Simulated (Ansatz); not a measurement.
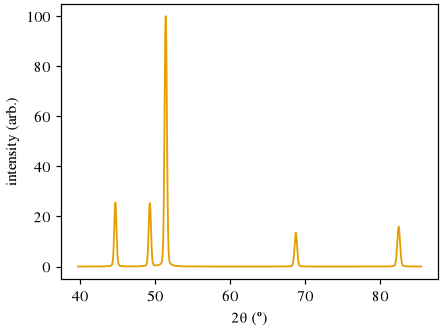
Fig. 1. Simulated powder pattern, Co Kα, λ = 1.79026 Å

The pattern belongs to a structure relaxed with plane-wave PAW LDA (Ansatz code).

### Question
Pick the material that matches.
(A) Ru, hcp (Mg type)
(B) Os, hcp (Mg type)
(C) Zn, hcp (Mg type)
(D) Y, hcp (Mg type)

### Answer
B, Os, hcp (Mg type)

Space group P6_3/mmc (hcp (Mg type)). The LDA relaxation kept the symmetry of its start. The run is not spin-polarised. Spin–orbit coupling is left out wherever it is not named.

Potentials: the earlier of the program's two PAW sets. The files were generated under PBE; for other functionals the program regenerates the frozen cores, and for LDA and PBEsol the local potential too.
